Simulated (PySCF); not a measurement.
## Electronic structure of C₃H₁₅BN₂Si₂ in real space

```xyz
23

C     3.9502    1.1076    0.4033
N     3.1335    0.8791   -0.5146
C     2.0929   -0.0872   -0.3346
C     0.7315    0.6143   -0.3684
B    -0.5160   -0.4405   -0.2655
Si   -0.7279   -1.2480    1.5261
N    -1.8706    0.5301   -0.5463
Si   -3.4156   -0.2679   -0.9819
H     3.9606    0.5851    1.3689
H     4.7060    1.8651    0.2501
H     2.1514   -0.7847   -1.1751
H     2.2033   -0.6530    0.6049
H     0.7201    1.3465    0.4490
H     0.7009    1.1941   -1.2994
H    -0.5089   -1.2084   -1.1828
H    -1.2295   -0.2662    2.5268
H    -1.7268   -2.3334    1.6452
H     0.4630   -1.8201    2.1731
H    -1.9528    1.1000    0.2913
H    -1.5562    1.1539   -1.2868
H    -3.7656   -1.1456    0.1227
H    -4.3753    0.8330   -1.1370
H    -3.1732   -0.9268   -2.2590
```

Geometry: GFN2-xTB.

Level of theory: PBE0/pcSseg-1, SCF density, gas phase, non-relativistic in PySCF 2.14.0.

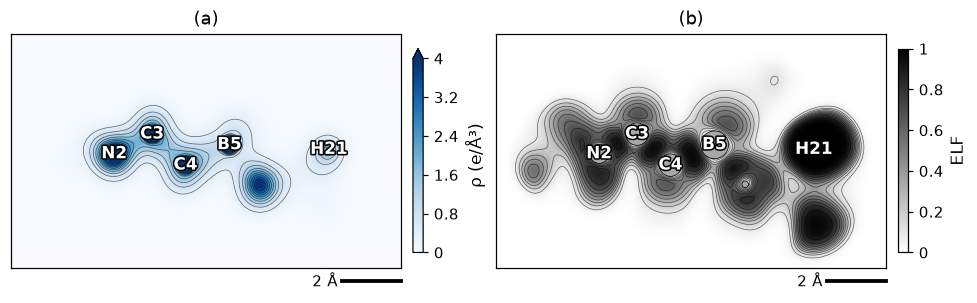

Figure 1. (a) total electron density; (b) electron localisation function on the plane of atoms N2, C3 and C4. Grey discs cover the atomic cores in the ELF map.

**Read the bonding off the picture.**

The plane passes through N, C, B and H nuclei. C–C (1.53 Å): ρ is about 1.6 e/Å³ halfway; the ELF peaks at about 0.95 between the atoms (a covalent bond). C–B (1.64 Å): ρ at the midpoint is about 1.2 e/Å³; the ELF peaks at about 0.95 between the atoms (localised, covalent bonding). The ELF also peaks beside N2, away from the bonds: lone-pair regions.

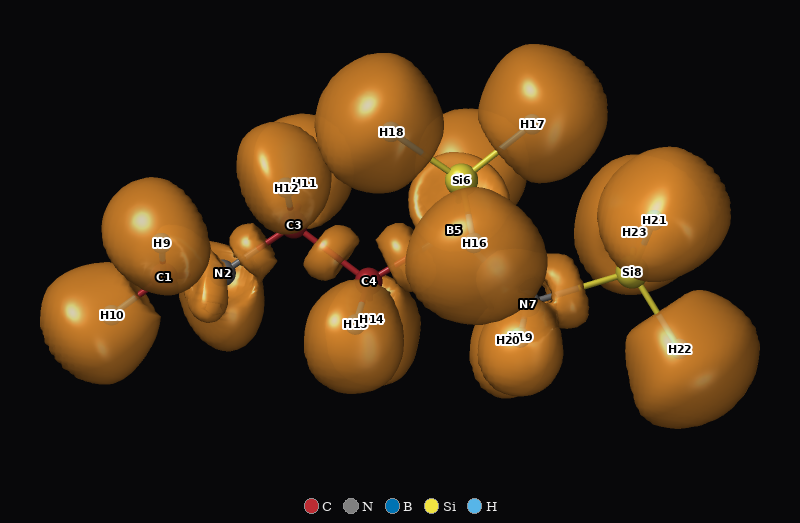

Figure 2. Isosurface of the electron localisation function at 0.75 (orange), seen at an oblique angle. Core shells and regions of very low density are left out.

**Where are the electrons localised?**

At this value the surface marks out one region between bonded B–C atoms (shared pairs), one region between bonded B–Si atoms (shared pairs), one region between bonded C–C atoms (shared pairs), 13 regions around hydrogen nuclei, one region on N in which the atom's valence shell and bonds are merged and one joined region spread over several atoms (H, N), in which their bonds and any lone pairs are merged. Profiles from the grid: C–N (1.25 Å): the ELF peaks at about 0.90 between the atoms (a multiple bond).

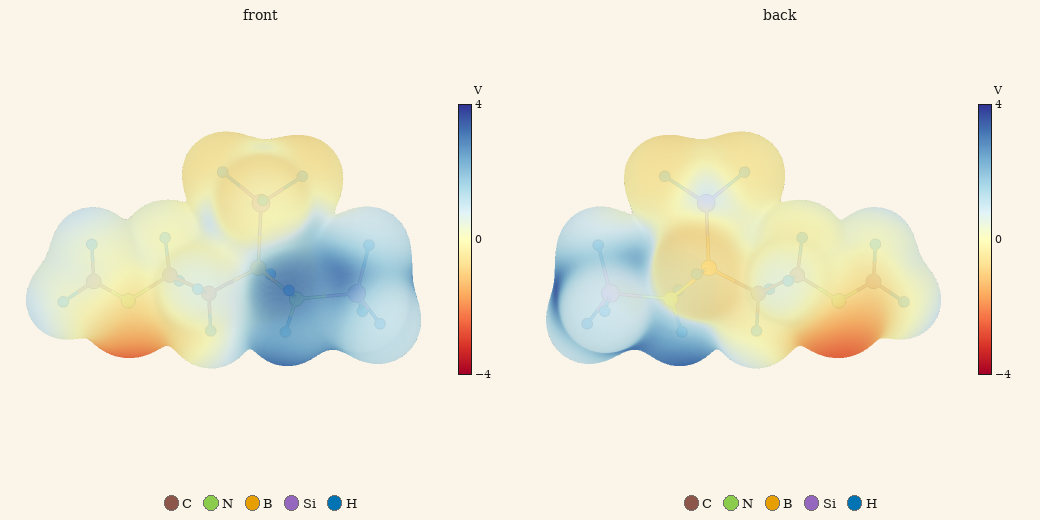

Figure 3. The molecular electrostatic potential painted on the density surface at 0.004 e/bohr³, seen from the front and from behind; red is negative and blue positive.

**Describe the electrostatic potential map.**

The most negative region (about −2.3 V, or −53 kcal/mol for a unit charge) lies over N2, the most positive (about +3.2 V, or +74 kcal/mol for a unit charge) over Si8 and H20. N2 is the likeliest acceptor of a hydrogen bond.

**What dipole moment does the calculation give?**

Its dipole moment is 4.82 D.
